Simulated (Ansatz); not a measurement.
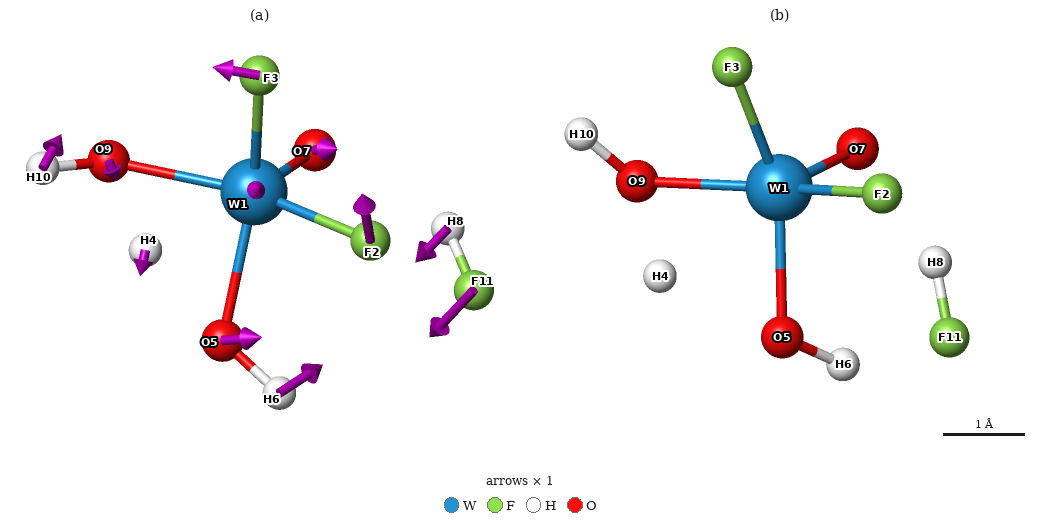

The structure of WH4O3F3 (multiplicity 2) before (left) and after (right) a relaxation, at one scale. The purple arrows give the displacements, at their true length.

A ball-and-stick model, seen at a tilt.

The run prepares an end point of a later path (reaction) calculation, from a guessed geometry.

Theory: UKS PBE/def2-SVP (Ansatz). Settings: collinear spin; force threshold 0.03 eV/Å; at most 50 steps.

### What changed between the two?

After 17 accepted moves (20 points after the start) the energy has fallen by 35.9 kJ/mol. The largest force component goes from 0.97 to 0.024 eV/Å. The line search rejected the trial steps at points 11, 13, 16 of the run. The atom that moves furthest after the best rigid fit is F11 (1.02 Å). By element the largest moves are F 1.02 Å, H 0.77 Å, O 0.58 Å, W 0.27 Å. Among the contacts that change: W1–F11 3.145 → 3.353 Å, W1–H8 2.821 → 2.863 Å, W1–O5 1.908 → 1.873 Å, W1–F2 1.866 → 1.892 Å. Bond angles that change, for instance: W1–O9–H10 135.0° → 124.6°, F3–W1–O9 89.2° → 82.5°, F2–W1–O5 84.0° → 90.2°. Groups turn about W1–O5 by about 65°, W1–O9 by about 60°.
